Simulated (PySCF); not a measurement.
Molecule: SMILES F[SiH2][NH][Al]([OH])[OH]. Atoms near the plane z = 0.0 Å, at the B3LYP/def2-SVP optimised geometry (x, y, z in Å): Si1 (-2.0, -1.2, 0.0), N3 (-0.3, -0.8, 0.0), Al4 (0.5, 0.8, 0.0), O5 (2.2, 0.8, 0.0), O6 (-0.4, 2.3, 0.0), H7 (-2.7, 0.0, -0.4), H8 (-2.2, -2.4, -0.8), H9 (0.3, -1.6, 0.0), H10 (2.7, 1.6, 0.0), H11 (-1.3, 2.4, 0.0).

Calculation: B3LYP/def2-TZVP (PySCF). Cells within 0.4 Å of a nucleus heavier than hydrogen are left out (blank, or x). The values are rescaled to run from 0 to 1.

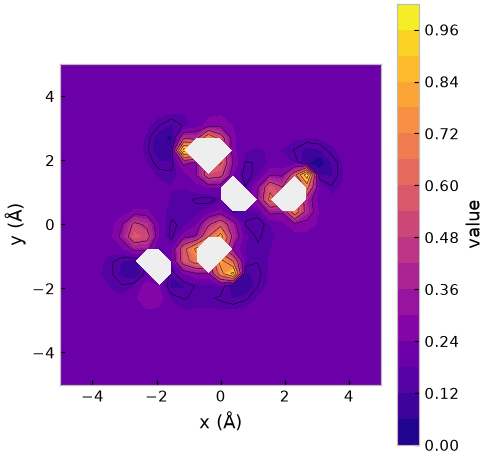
Fig. 1. a field on the plane z = 0.0 Å.

**Question.** Which quantity is mapped?
A. log10 of the electron density
B. deformation density (molecule minus spherical neutral atoms)
C. electrostatic potential
D. Laplacian of the electron density

**Answer.** B, deformation density (molecule minus spherical neutral atoms). In full: deformation density (molecule minus spherical neutral atoms) (e/bohr³).
